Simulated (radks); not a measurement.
The Zr⁺ ion in the configuration [Kr] 4d3. The calculation used the in-house radial solver radks at this level: non-relativistic Kohn-Sham, PBE, spin-unpolarised, spherical densities, point nucleus.

```
Z 40
configuration [Kr] 4d3
relativity non-relativistic
functional pbe,pbe
spin unpolarised
nucleus point
```

Wanted: the number of electrons inside radius r (solid) and the radial density 4πr²ρ (dashed).

The count levels off at 39 electrons. Half of them lie within 0.435 bohr, 90 % within 1.66 bohr and 99 % within 3.46 bohr. The radial density has minima at 0.0544, 0.239 and 0.961 bohr, where the count stands at 2.1, 11.1 and 29.4; these part the shells that the density resolves.

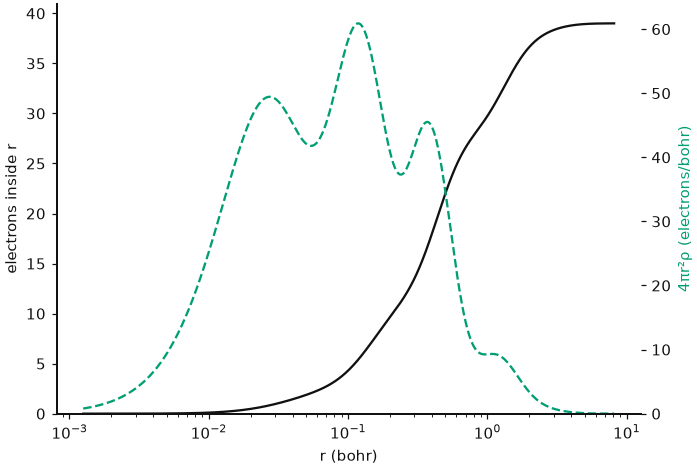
